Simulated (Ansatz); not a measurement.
The starting structures come from a database of crystals and need not be the phases stable at ambient conditions.

 Where the default PAW files enter, the runs use the earlier of Ansatz's two default sets.

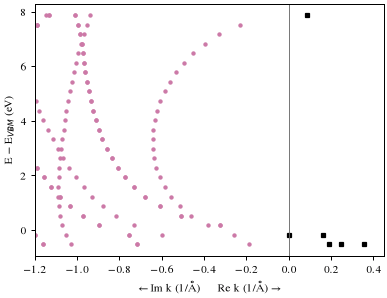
Complex bands at the centre of the two-dimensional zone; r2SCAN in Ansatz (a quantum-chemistry and plane-wave program)

The gap is the functional's own. No spin-orbit coupling. Mid-gap values are interpolated on the energy grid.

Question: This is KLiBeF4 (P6_3, not sure to be the ambient phase, 14 atoms a cell, 13.3 Å³ an atom) along the normal of (001). Read off the slowest decay at the centre of the two-dimensional zone at 4.03 eV, the computed energy nearest the middle of the gap.

Answer: κ ≈ 0.63 1/Å, a decay length 1/(2κ) of the density of 0.79 Å.
